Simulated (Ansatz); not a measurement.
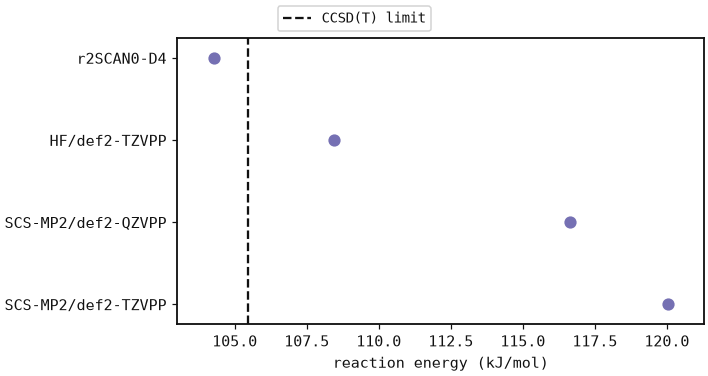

Electronic reaction energy of GaSiH₅O₄ (O[Si](O)(O)[O][GaH2]) + BH₃ (B) → GaBH₄ ([BH2][GaH2]) + SiH₄O₄ (O[Si](O)(O)O) (SMILES in brackets) at several levels (functionals in def2-TZVPP unless a basis is named), isolated molecules at PBE0-D4 triple-zeta geometries, minima by their frequencies, no zero-point or thermal terms, the Ansatz code 0.2.0. The line is frozen-core CCSD(T) at the basis limit (MP2 extrapolated from triple and quadruple zeta, plus CCSD(T) less MP2 in a smaller set). The distance of SCS-MP2/def2-QZVPP and SCS-MP2/def2-TZVPP to the limit includes basis error. The limit lies 6.2 kJ/mol from CCSD(T)/def2-TZVPP, so the line itself is uncertain by a part of that.

### What do zero-point energy and temperature add?

Zero-point change 2.8 kJ/mol; at 298.15 K and 1 bar the CCSD(T) limit plus thermal terms gives an enthalpy of reaction of 107.8 and a free energy of 99.5 kJ/mol (harmonic PBE0-D4 modes, ideal gas).

### Give the values.

| level | kJ/mol | less CCSD(T) limit |
| --- | --- | --- |
| r2SCAN0-D4 | 104.3 | −1.2 |
| HF/def2-TZVPP | 108.5 | 3.0 |
| SCS-MP2/def2-QZVPP | 116.6 | 11.1 |
| SCS-MP2/def2-TZVPP | 120.0 | 14.6 |
| CCSD(T) limit | 105.5 | 0.0 |

Known limits of this run: no scalar relativity up to krypton; outer-core shells are correlated without core-valence functions, which makes the correlated values less sure; one conformer of each flexible molecule.
